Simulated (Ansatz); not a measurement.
**BH₄NSi (SMILES B1N[SiH2]1): density, localisation and related maps**

Input

```
crystal:
  periodic: [false, false, false]
  atoms:
    - {symbol: B, position_ang: [-0.969556, -0.542007, -0.276497]}
    - {symbol: N, position_ang: [0.011943, 0.233586, -0.852387]}
    - {symbol: Si, position_ang: [0.495361, 0.055668, 0.826435]}
    - {symbol: H, position_ang: [-1.973670, -1.065227, -0.634500]}
    - {symbol: H, position_ang: [0.216656, 0.620375, -1.761158]}
    - {symbol: H, position_ang: [0.516608, 1.316260, 1.611976]}
    - {symbol: H, position_ang: [1.764057, -0.686756, 1.040530]}
basis:
  gaussian: {orbitals: def2-TZVPP}
hamiltonian: {xc: pbe0, dispersion: d4}
output: {orbitals: {seedname: orbitals}}
```

Run with:

```sh
ansatz run in.yaml --threads 2 --pin off --events-out ev --progress --plain --max-ram 4352MiB
```

Geometry: PBE0-D4/def2-TZVP.

Level of theory: RKS PBE0-D4/def2-TZVPP (Ansatz).

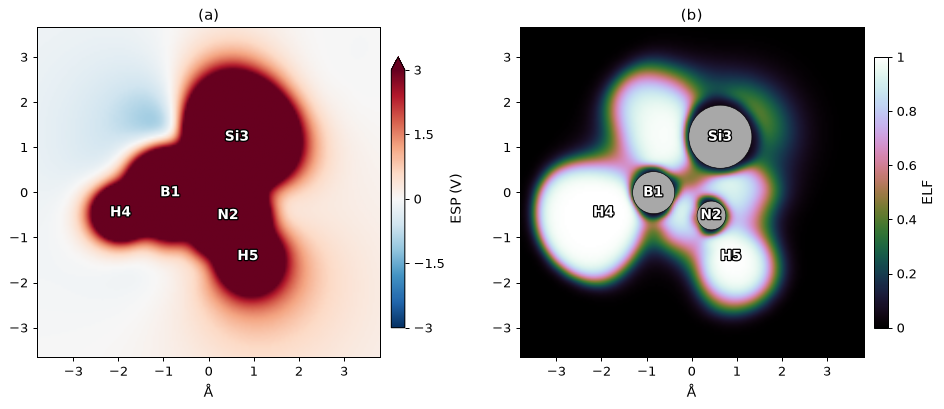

Figure 1. (a) molecular electrostatic potential; (b) ELF on the plane of atoms B1, Si3 and N2. Grey discs cover the atomic cores in the ELF map.

> Read the bonding off the picture.

The plane passes through B, N, Si and H nuclei.
B–N (1.38 Å): the ELF peaks at about 0.90 between the atoms; a short, strongly polar bond.
Si–N (1.76 Å): the ELF peaks at about 0.85 between the atoms (a polar covalent bond).
Si–B (1.93 Å): the ELF peaks at about 0.65 between the atoms.
N–H (1.01 Å): the ELF climbs to about 1 towards the hydrogen, as it does in any bond to H; an ordinary covalent bond to hydrogen.
B–H (1.19 Å): the ELF climbs to about 1 towards the hydrogen: a covalent bond by its length.
Outside the dense part of the molecule the potential is most negative (−1.0 V) near H4.

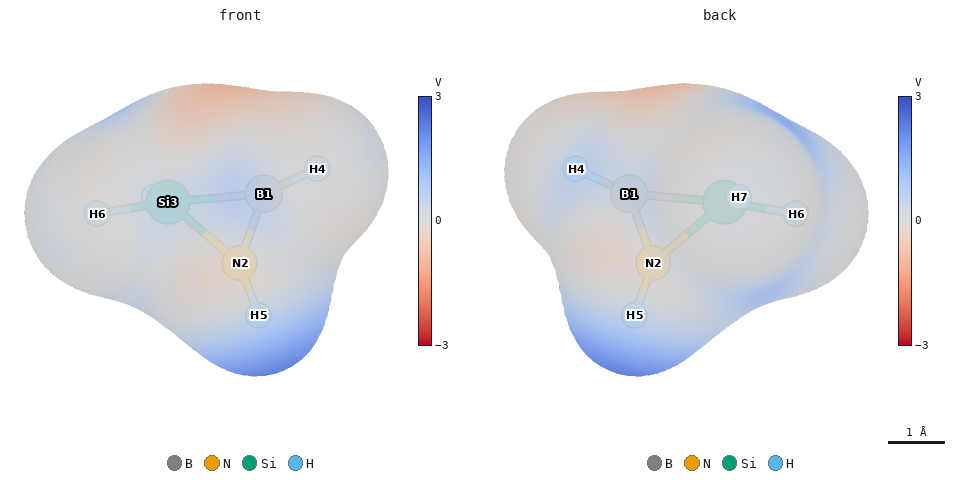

Figure 2. The molecular electrostatic potential painted on the density surface at 0.002 e/bohr³, seen from the front and from behind; the colour scale runs from red (negative) to blue (positive).

> Describe the electrostatic potential map.

The most negative region (about −0.8 V) lies over H4, the most positive (about +2.1 V) over H5.

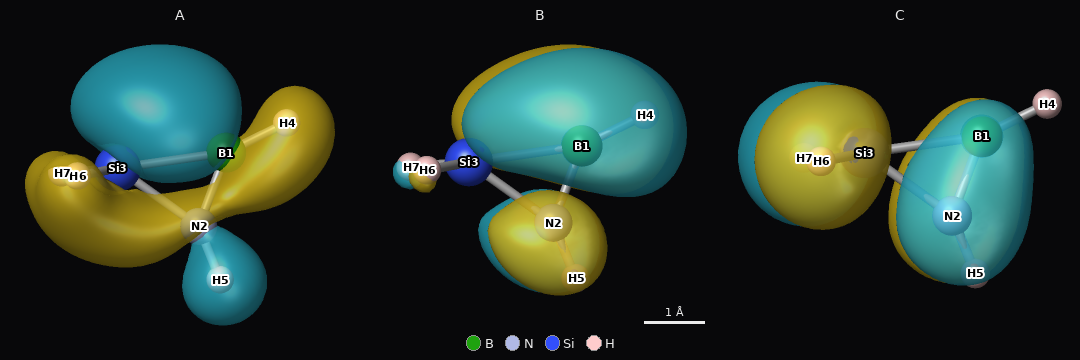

Figure 3. Three frontier orbitals at ±0.08 Å⁻³ᐟ² (yellow and cyan are the two phases), in no order.

> Which picture is the HOMO−1, the HOMO and the LUMO?

C is the HOMO−1 (−8.54 eV). By Hirshfeld shares it lies mainly on N2 (about 35 %), Si3 (about 20 %), H7 (about 15 %), H6 (about 15 %) and B1 (about 10 %). A is the HOMO (−7.06 eV). Its weight (Hirshfeld) is mainly on Si3 (about 45 %), B1 (about 30 %) and N2 (about 10 %). B is the LUMO (−0.32 eV). It lies mainly on B1 (about 50 %), N2 (about 20 %), Si3 (about 15 %) and H4 (about 10 %).

> What is the HOMO–LUMO gap?

6.74 eV between the orbital energies.
